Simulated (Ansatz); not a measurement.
One crystal and one scan (energy against volume) at two levels, PBE-D3(BJ) (plane waves to 420 eV, PAW, scalar-relativistic; Ansatz, a first-principles code) and PBEsol-D3(BJ) (plane waves to 420 eV, PAW, scalar-relativistic; Ansatz), each from its own relaxed cell and on its own mesh. The cell shown is that of PBE-D3(BJ).

C (graphite type, space group P6_3/mmc)

```
CELL_PARAMETERS angstrom
      2.46500     0.00000     0.00000
     -1.23250     2.13475     0.00000
      0.00000     0.00000     6.73046
ATOMIC_POSITIONS crystal
  C  0.00000 0.00000 0.25000
  C  0.00000 0.00000 0.75000
  C  0.33333 0.66667 0.25000
  C  0.66667 0.33333 0.75000
```

The volume is varied about the relaxed value V₀ at fixed cell shape. Symmetry pins the atoms to their sites.

The energy includes the smearing's −TS. C was relaxed with its symmetry unable to fall. With the shape held, the modulus is that of even scaling; a crystal free to change shape is softer. Percentages come from the unrounded values.

```
quantity                                                                     PBE-D3(BJ)  PBEsol-D3(BJ)  PBE-D3(BJ) − PBEsol-D3(BJ)
---------------------------------------------------------------------------  ----------  -------------  --------------------------
Lattice constant a (Å)                                                            2.465          2.458             +0.007 (+0.3 %)
Lattice constant c (Å)                                                            6.730          6.565             +0.165 (+2.5 %)
Relaxed volume (Å³/atom)                                                           8.85           8.59              +0.26 (+3.1 %)
Bulk modulus at fixed cell shape B₀ (third-order Birch-Murnaghan fit) (GPa)       290.5          302.3              -11.8 (-3.9 %)
Pressure derivative B₀′ (fit)                                                       3.6            3.8                 -0.2 (-4 %)
```

PBE-D3(BJ) gives the higher value for: lattice constant a; lattice constant c; relaxed volume. PBE-D3(BJ) gives the lower value for: bulk modulus at fixed cell shape B₀.

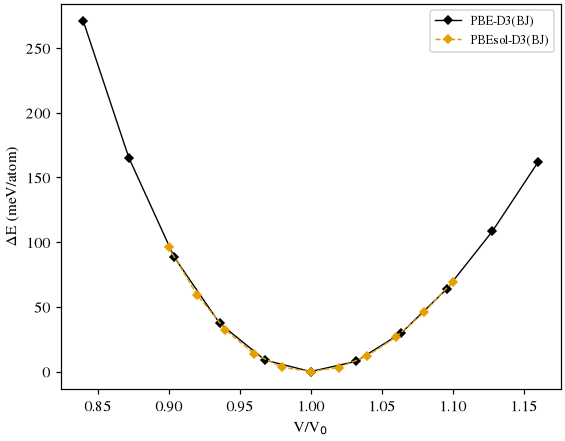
ΔE, each from the relaxed starting cell of its own level.

(A scan under strain: stresses follow from slopes of the energy per volume, elastic moduli from its curvatures.)
